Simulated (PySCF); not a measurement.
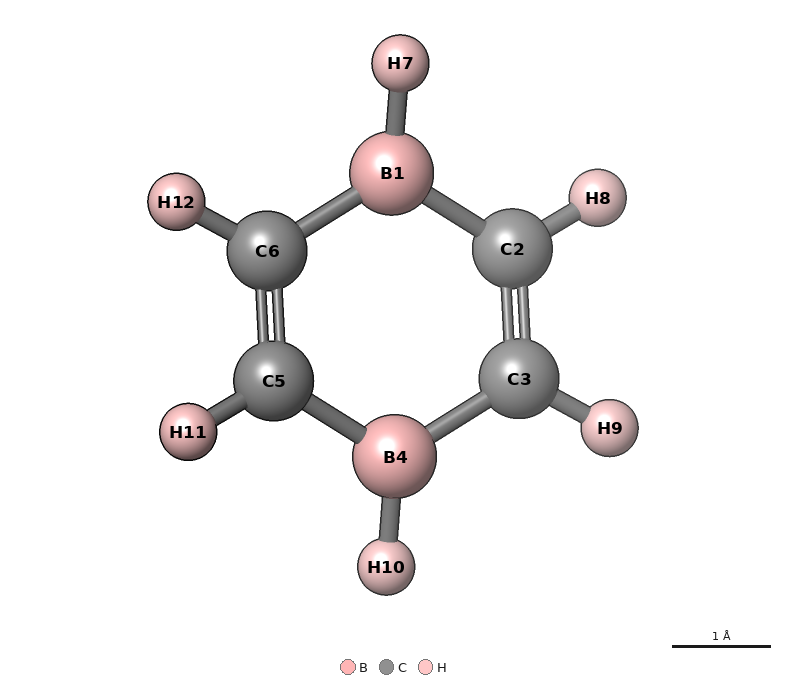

Orthographic view. Distant atoms are faded towards the background colour. The geometry was computed by an optimisation with GFN2-xTB. No frequency run is at hand to confirm it as a minimum.

Write a MOL file (V2000) with the atoms in numerical order, bonds sorted by atom number with the orders drawn, and coordinates in the frame of the picture: x right, y up, z towards the viewer, origin at the mean position.

```
C4H6B2
                    3D

 12 12  0  0  0  0  0  0  0  0999 V2000
   -0.0100    1.4600   -0.0000 B   0  0  0  0  0  0  0  0  0  0  0  0
    1.2300    0.6800   -0.5100 C   0  0  0  0  0  0  0  0  0  0  0  0
    1.3000   -0.6600   -0.3400 C   0  0  0  0  0  0  0  0  0  0  0  0
    0.0200   -1.4600    0.0000 B   0  0  0  0  0  0  0  0  0  0  0  0
   -1.2300   -0.6800    0.5000 C   0  0  0  0  0  0  0  0  0  0  0  0
   -1.3000    0.6600    0.3400 C   0  0  0  0  0  0  0  0  0  0  0  0
    0.0800    2.5900    0.3000 H   0  0  0  0  0  0  0  0  0  0  0  0
    2.1100    1.2100   -0.8700 H   0  0  0  0  0  0  0  0  0  0  0  0
    2.2300   -1.1600   -0.5700 H   0  0  0  0  0  0  0  0  0  0  0  0
   -0.0700   -2.5900   -0.2900 H   0  0  0  0  0  0  0  0  0  0  0  0
   -2.1100   -1.2000    0.8700 H   0  0  0  0  0  0  0  0  0  0  0  0
   -2.2300    1.1600    0.5700 H   0  0  0  0  0  0  0  0  0  0  0  0
  1  2  1  0
  1  6  1  0
  1  7  1  0
  2  3  2  0
  2  8  1  0
  3  4  1  0
  3  9  1  0
  4  5  1  0
  4 10  1  0
  5  6  2  0
  5 11  1  0
  6 12  1  0
M  END
```
